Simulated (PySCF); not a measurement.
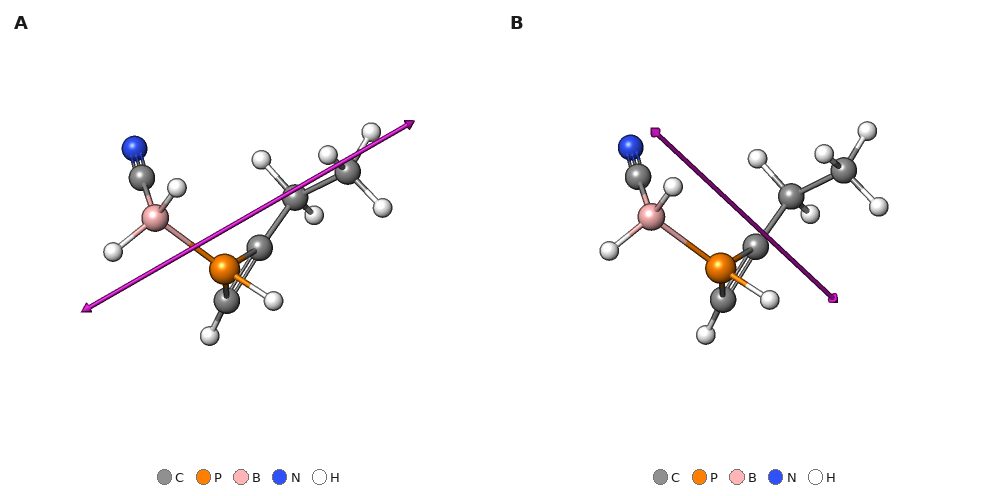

The double arrows show the directions of two transition dipoles from the ground state (lengths mean nothing). The geometry was computed by an optimisation with GFN2-xTB. No frequency run is at hand to confirm it as a minimum. Method: TDDFT B3LYP/def2-SVPD, vertical, gas phase, core orbitals frozen in the response (PySCF 2.14.0).

**One belongs to singlet state 6 and one to singlet state 7. Which is which?**

A: state 6, 6.53 eV (190 nm), oscillator strength 0.030, of mixed character, with the largest part HOMO−2 → LUMO (weight 0.47).
B: state 7, 6.60 eV (188 nm), oscillator strength 0.046, mainly HOMO → LUMO+2 (weight 0.59).

The geometry is semi-empirical. Around B, P such bond lengths and angles can be off by a tenth of an ångström or more and by several degrees, and values that hang on the shape move with them.
